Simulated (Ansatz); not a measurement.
Take Nb in the bcc (W type) structure (space group Im-3m, No. 229; a = 3.3096 Å) as the base.

Structures relaxed with plane-wave PAW DFT at the PBE level (Ansatz, an electronic-structure program, 420 eV), without spin-orbit coupling, earlier PAW set.

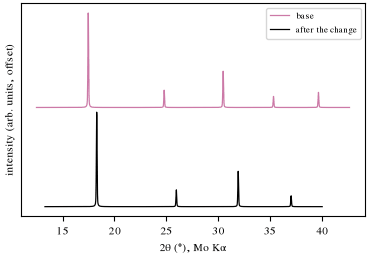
*Simulated powder patterns before (top) and after one change*

What was done to the base?
(A) pressure 75 GPa
(B) pressure 15 GPa
(C) pressure 30 GPa
(D) pressure 50 GPa

C, pressure 30 GPa. Its volume per atom is 15.82 Å³ against 18.13 Å³, and its space group is Im-3m (No. 229).

Load acts through the strain it causes; cell and atoms are relaxed under it. Whether these cells are dynamically stable was not tested. Competing high-pressure phases were not computed. All final runs are without spin polarisation.
